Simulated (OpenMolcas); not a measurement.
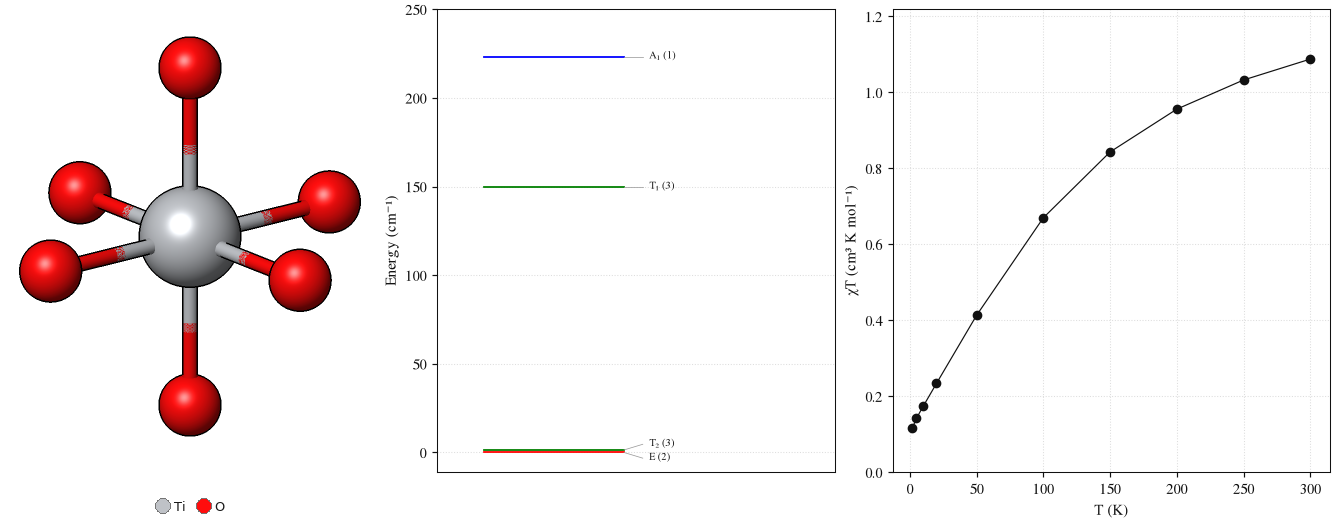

Ti²⁺ (3d²) as a dopant in MgO, a cluster with its 6 nearest O²⁻ at 2.193 Å (octahedron) embedded in model potentials and point charges; the geometry was set, not optimised, and its levels and susceptibility. Labels give the representation in O, Td, D4 or D3 as the site allows (double group for half-integer spin) where it could be assigned and, in brackets, the degeneracy; spin-free states, where drawn, share the zero of the spin-orbit levels. Computed with OpenMolcas: state-averaged SS-CASPT2, IPEA shift 0.25, imaginary shift 0.1 hartree, active space 2 electrons in the shell 3d, basis ANO-RCC-VTZP on the metal and ANO-RCC-VDZP on the ligands, DKH2 scalar Hamiltonian, spin-orbit coupling by RASSI with atomic mean-field integrals. Powder susceptibility by Van Vleck's formula.

**What does the figure show?**

The ground level is E, doubly degenerate, 100 % from states of spin multiplicity 3. Its principal g values are all close to zero. The next level lies at 1.4 cm⁻¹ (T₂). χT is 0.117 cm³ K mol⁻¹ at 2 K and 1.09 at 300 K, an effective moment of 2.95 μB.

Known limits: the geometry is set by hand, with no relaxation and no charge compensation.
